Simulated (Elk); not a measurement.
# Fe: is a spiral lower than the collinear state?, part 2 of 2

Aim: the energy of spin spirals in Fe along a path of wavevectors.

Elk 11.2.3 (patched build); LDA (Perdew-Wang); all-electron APW+lo, Dirac cores, scalar-relativistic bands.

So far. Step 2 (The state at q = 0): After 21 cycles the largest moment stands at 2.31 μB. Step 3 (One pass at q = (0.1667, -0.1667, 0.1667)): By that sum this spiral lies +67.4 meV a seeded atom from q = 0.

The database entry behind the starting cell differs from later determinations by our own check (an axis about 0.7 % long against later determinations), so it need not match the best structure at ambient conditions.

**4. One pass at q = (0.3333, -0.3333, 0.3333)**

File elk.in:

```
tasks
  1

xctype
  3

rgkmax
  7.0

nempty
  12

swidth
  0.002

reducebf
  0.5

epsengy
  1e-06

maxscl
  1

lmaxi
  2

spinsprl
  .true.

spinpol
  .true.

vqlss
  0.333333 -0.333333 0.333333

sppath
  './'

avec
  -2.72687479783 2.72687479783 2.72687479783
  2.72687479783 -2.72687479783 2.72687479783
  2.72687479783 2.72687479783 -2.72687479783

atoms
  1
  'Fe.in'
  1
  0.0000000000 0.0000000000 0.0000000000   -0.000210 0.000000 0.000000

ngridk
  12 12 12
```

Command:

```
$ OMP_NUM_THREADS=2 elk
```

Numbers of over 12 decimals in the logs are rounded to 6 here.

The program printed:

```text
┌─────────────────────────┐
│ Elk code version 11.2.3 │
└─────────────────────────┘

All units are atomic (Hartree, Bohr, etc.)

┌──────────────────────────────────────────┐
│ Ground-state run resuming from STATE.OUT │
└──────────────────────────────────────────┘

Lattice vectors :
  -2.726874798       2.726874798       2.726874798
   2.726874798      -2.726874798       2.726874798
   2.726874798       2.726874798      -2.726874798

Species : 1 (Fe)
 muffin-tin radius :    2.336542848
[...]
total calculated charge     :    25.99983484
 total charge                :    26.00000000
 error                       :   0.1651639234E-03

Moments :
 interstitial                :  -0.1569955051E-01  0.1665847930E-04 -0.2956403750E-05
 muffin-tins
  species : 1 (Fe)
   atom 1                    :    2.208494506      0.9207823381E-03  0.5945094329E-04
 total in muffin-tins        :    2.208494506      0.9207823381E-03  0.5945094329E-04
 total moment                :    2.192794955      0.9374408174E-03  0.5649453954E-04

┌──────────────────────────────┐
│ Self-consistent loop stopped │
└──────────────────────────────┘

[key lines of the parts left out:]
total energy                :     -1270.5620877126
```

It took 5.2 s on 2 threads of Intel Xeon Platinum 8375C at 2.90GHz (Ice Lake), shared host; peak memory 0.08 GiB; 9.9 s of CPU time.

Read from the output:

- magnetization: 2.193, 9.37e-4, 0 μB
- final state: spiral
- largest moment: 2.208 μB

By that sum this spiral lies +284.4 meV a seeded atom from q = 0.

**5. Another try**

An input with a fault is tried, to see how the program answers.

File elk.in:

```
tasks
  0

xctype
  3

rgkmax
  7.0

nempty
  12

swidth
  0.002

reducebf
  0.5

epsengy
  1e-06

maxscl
  60

lmaxi
  2

spinsprl
  .true.

spinpol
  .true.

vqlss
  0.000000 0.000000 0.500000

sppath
  './'

scale
  1.88972612

avec
  -2.72687479783 2.72687479783 2.72687479783
  2.72687479783 -2.72687479783 2.72687479783
  2.72687479783 2.72687479783 -2.72687479783

atoms
  1
  'Fe.in'
  1
  0.0000000000 0.0000000000 0.0000000000   -0.210000 0.000000 0.000000

ngridk
  12 12 12
```

Command:

```
$ OMP_NUM_THREADS=2 elk
```

The program printed:

```text
┌─────────────────────────┐
│ Elk code version 11.2.3 │
└─────────────────────────┘

All units are atomic (Hartree, Bohr, etc.)

┌─────────────────────────────────────────────────┐
│ Ground-state run starting from atomic densities │
└─────────────────────────────────────────────────┘

Lattice vectors :
  -5.153046531       5.153046531       5.153046531
   5.153046531      -5.153046531       5.153046531
   5.153046531       5.153046531      -5.153046531

Species : 1 (Fe)
 muffin-tin radius :    2.400000000
 atomic positions (lattice), magnetic fields (Cartesian) :
  1 :   0.00000000  0.00000000  0.00000000   -0.21000000  0.00000000  0.00000000

Total number of atoms per unit cell :    1
Total muffin-tin volume :    57.90583579
 ratio of muffin-tin to unit cell volume :   0.1057962199

Spin treatment :
 spin-polarised
 global magnetic field (Cartesian) :    0.000000000       0.000000000       0.000000000
 non-collinear magnetisation
 spin-spiral state assumed
  q-vector (lattice)   :    0.000000000       0.000000000      0.5000000000
  q-vector (Cartesian) :   0.3048286712      0.3048286712      0.3361230704E-17
  q-vector length      :   0.4310928410

Number of Bravais lattice symmetries :    4
Number of crystal symmetries         :    4
Crystal has no inversion symmetry
Complex Hermitian eigensolver will be used

k-point grid :     12    12    12
k-point offset :    0.000000000       0.000000000       0.000000000
k-point set is reduced with full crystal symmetry group
Total number of k-points :      510

Muffin-tin radius times maximum |G+k| :    7.000000000
 using average radius
Maximum |G+k| for APW functions       :    2.916666667
Maximum (1/2)|G+k|²                   :    4.253472222
Maximum |G| for potential and density :    12.00000000
Constant for pseudocharge density :    7
 order of it for each species :   14
 order of it for pair densities of each species (exact exchange by exxq0 0: 14) :   10
Radial integration step length :    1

G-vector grid sizes :     35    35    35
Number of G-vectors :    15947

Maximum angular momentum used for
 APW functions            :    8
 outer part of muffin-tin :    6

Number of empty states         :     12
Total number of valence states :     42
Total number of core states    :     10

Third-order local-orbitals added for an l without core states : T
Total number of local-orbitals :     23

Exchange-correlation functional :      3     0     0
 Perdew-Wang/Ceperley-Alder, Phys. Rev. B 45, 13244 (1992)
 gradient requirement :    0
 local density approximation (LDA)

Smearing type :    3
 Fermi-Dirac
Smearing width :   0.2000000000E-02
Effective electronic temperature (K) :    631.5500496

Mixing type :    3
 Broyden mixing, J. Phys. A: Math. Gen. 17, L317 (1984)

Kohn-Sham potential initialised from atomic data

┌──────────────────────────────┐
│ Self-consistent loop started │
└──────────────────────────────┘

[... earlier loops left out ...]

┌──────────────────┐
│ Loop number : 15 │
└──────────────────┘

[key lines of the parts left out:]
total energy                :     -1270.3676203603
```

It took 5 min on 2 threads; peak memory 0.2 GiB.

The run was cut off at its time limit.

The fault put into the input: lattice vectors scaled to bohr twice.

After 14 loops the RMS change of the potential stands at 6e-04 Ha, falling at every loop but slowly.

The vectors were already in bohr, so the added factor sets the atoms 1.89 times too far apart.

**6. E(q)**

Wavevectors, in fractions of the reciprocal vectors: (0, 0, 0); (0.167, -0.167, 0.167); (0.333, -0.333, 0.333); (0.5, -0.5, 0.5); (0.333, -0.333, 0.5); (0.167, -0.167, 0.5); (0, 0, 0.5); (0, 0, 0.333); (0, 0, 0.167); (0, 0, 0); (0.167, 0.167, 0.167); (0.333, 0.333, 0.333). The path runs through Γ, H, N, Γ, near P.

Table of energy less that at q = 0, frozen potential by path:

```tsv
path (Å⁻¹)	energy less that at q = 0, frozen potential (meV a seeded atom)
0.00	0
0.73	67.4
1.45	284
2.18	457
2.69	359
3.20	248
3.72	214
4.23	133
4.74	28.8
5.26	0
6.51	168
7.77	196
```

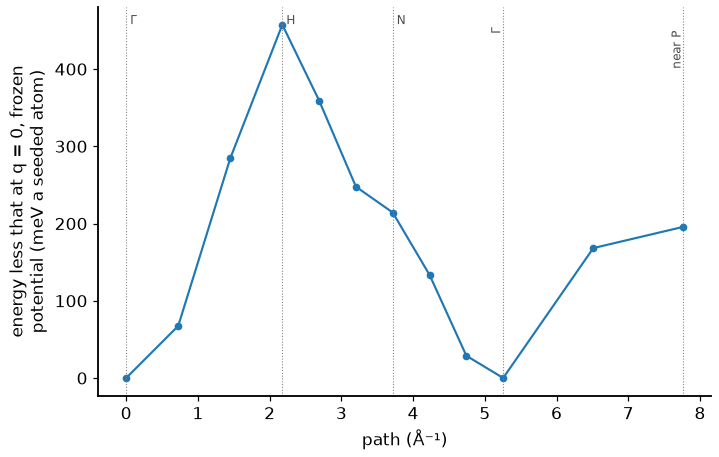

Energy less that at q = 0, frozen potential, plotted against path.

Table of magnon energy 4 dE/(M sin²θ), frozen potential by path:

```tsv
path (Å⁻¹)	magnon energy 4 dE/(M sin²θ), frozen potential (meV)
0.00	0
0.73	118
1.45	499
2.18	803
2.69	630
3.20	435
3.72	376
4.23	234
4.74	50.6
5.26	0
6.51	295
7.77	343
```

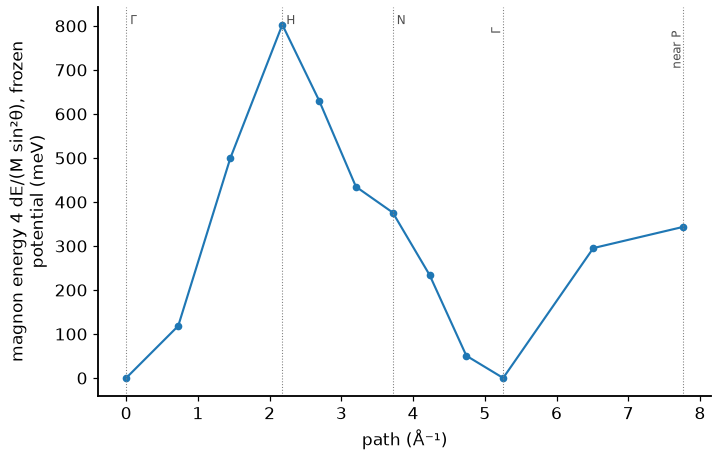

Magnon energy 4 dE/(M sin²θ), frozen potential against path.

**7. Outcome**

```yaml
lowest_point: (0, 0, 0), 0 meV a seeded atom (frozen potential)
highest_point: (0.5, -0.5, 0.5), 457 meV a seeded atom
```

No spiral on the path lies under the state at q = 0; the dearest costs 457 meV a seeded atom. The force theorem is exact for small turns only; a flat spiral at large q turns neighbours far. The magnon energies are adiabatic and undamped; from flat spirals they are a Heisenberg estimate. The mesh is the same for all points and was not tested: differences of a few meV, and of some ten in a metal, can be noise.

[Logs and program files are shortened in this print: banners, set-up blocks, solver, clock and traceback lines can be left out without a mark of their own.]

[Logs are printed without paths, hosts, clocks, repeated set-up lines and the standing remarks that a program may print on its own settings, such as how far it seeks lower states.]

[Hosts, paths, dates, database ids (printed as entryN), source tags and the programs' standing remarks are cut or masked in the printed files.]

[Where a cell is said to come from a database of computed structures, the database is the Materials Project.]
